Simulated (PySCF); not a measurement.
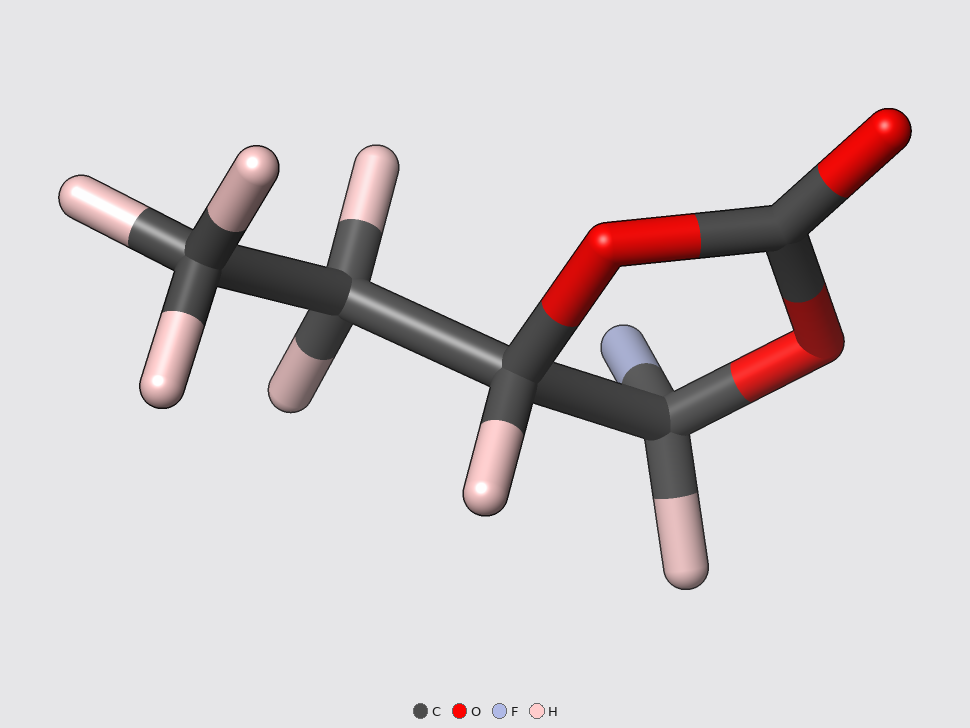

Rendered structure (stick style). Every bond is drawn as one stick, whatever its order.

The geometry was computed by an optimisation with GFN2-xTB. No frequency run is at hand to confirm it as a minimum.

Describe the molecule.

Formula C₅H₇FO₃. Its SMILES string is `CC[C@@H]1OC(=O)O[C@@H]1F`. Independent rings (smallest set): 1 of 5 members. Among its groups: C–F bond. This geometry has C1 symmetry. Coordination: 4 C tetrahedral; 2 O bent; 1 C trigonal planar.

The parts below concern this one geometry. Atoms keep their numbers from picture to picture.

**Shape**

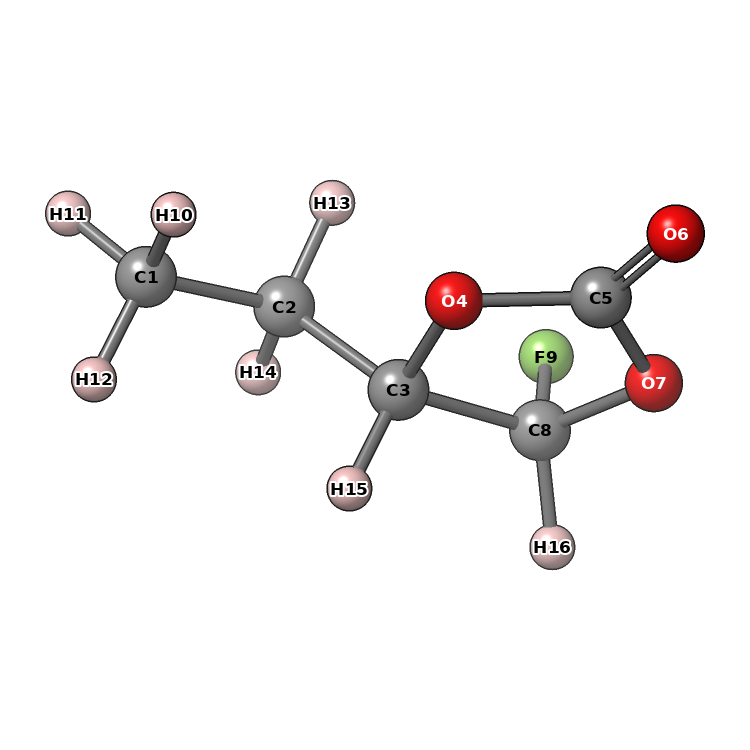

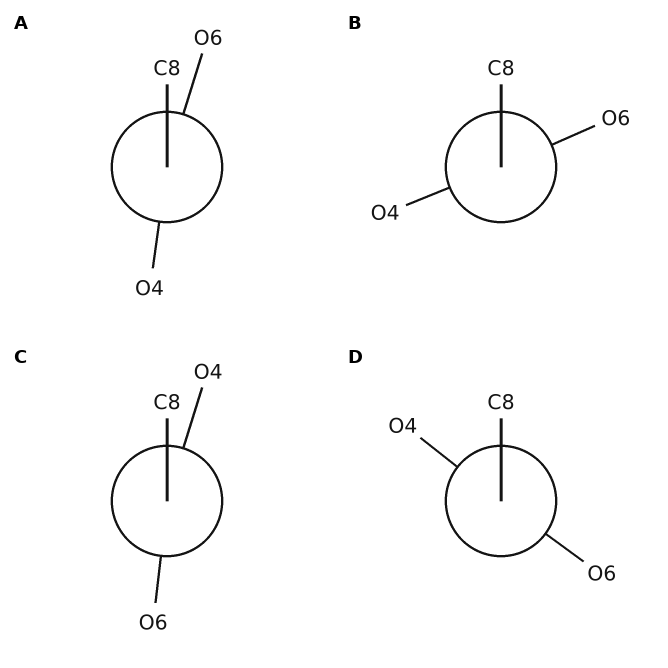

Depth is shown by fading: the farther an atom, the more it takes the colour of the background. Bonds that would overlap in a projection are set slightly apart. No frequency run is at hand to confirm it as a minimum.

> Which Newman projection shows the view along O7–C5, with O7 in front?

C. The torsion angle C8–O7–C5–O4 is 8°, synperiplanar (eclipsed).

**Dipole moment**

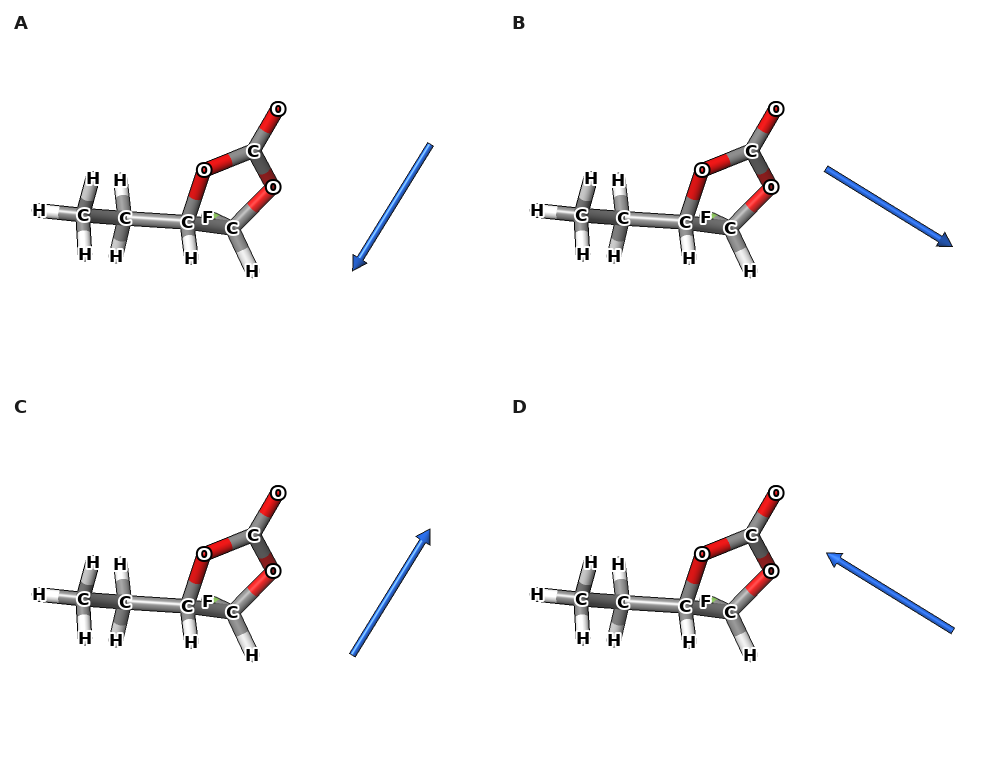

The same molecule four times, each with an arrow. No frequency run is at hand to confirm it as a minimum. Method: PBE0/pcSseg-1, gas phase (PySCF 2.14.0).

> Which arrow points along the dipole moment, from the negative to the positive end?

A. The dipole moment is 5.01 D.

**Polarisability**

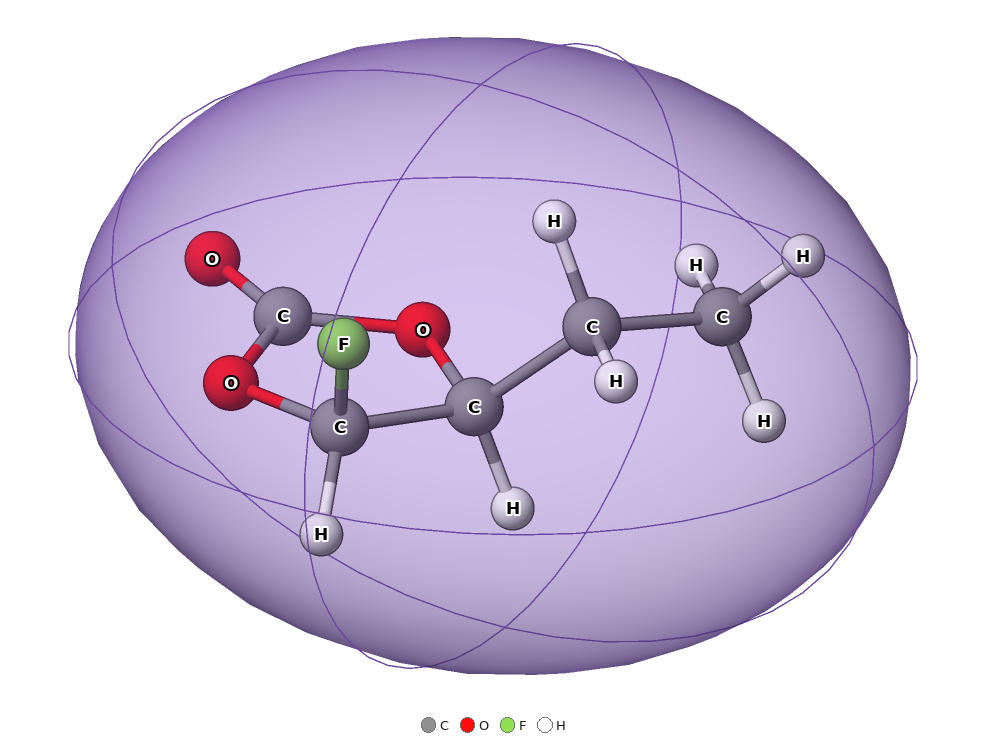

The ellipsoid shows the static dipole polarisability: its half-axes are proportional to the principal values. No frequency run is at hand to confirm it as a minimum. Level of theory: PBE0/def2-SVPD (PySCF 2.14.0).

> Give the principal values, the mean and the anisotropy.

Principal values 56.0, 67.8, 80.8 bohr³; mean 68.2 bohr³ (10.11 Å³); anisotropy 21.5 bohr³, so the longest axis is 1.44 times the shortest.

**Quadrupole coupling**

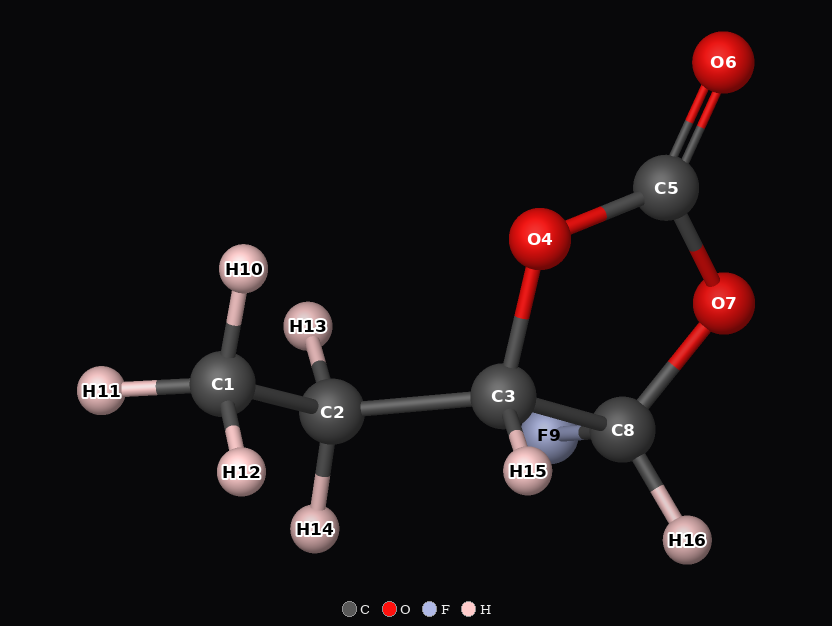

No frequency run is at hand to confirm it as a minimum. Electric field gradients from the ground-state density, PBE0/pcSseg-1 (PySCF 2.14.0), non-relativistic apart from any core potentials.

Give the largest field-gradient component, the quadrupole coupling constant and the asymmetry for 17O at O4 (Q = −25.6 mb), 17O at O6 (Q = −25.6 mb), 17O at O7 (Q = −25.6 mb), 2H at H10 (Q = 2.86 mb), 2H at H11 (Q = 2.86 mb), 2H at H12 (Q = 2.86 mb), 2H at H13 (Q = 2.86 mb).

| atom | V_zz (a.u.) | e²qQ/h (MHz) | η |
| --- | --- | --- | --- |
| O4 | 1.713 | −10.30 | 0.63 |
| O6 | −1.440 | 8.66 | 0.01 |
| O7 | 1.678 | −10.10 | 0.60 |
| H10 | 0.312 | 0.210 | 0.02 |
| H11 | 0.317 | 0.213 | 0.02 |
| H12 | 0.314 | 0.211 | 0.03 |
| H13 | 0.301 | 0.202 | 0.04 |
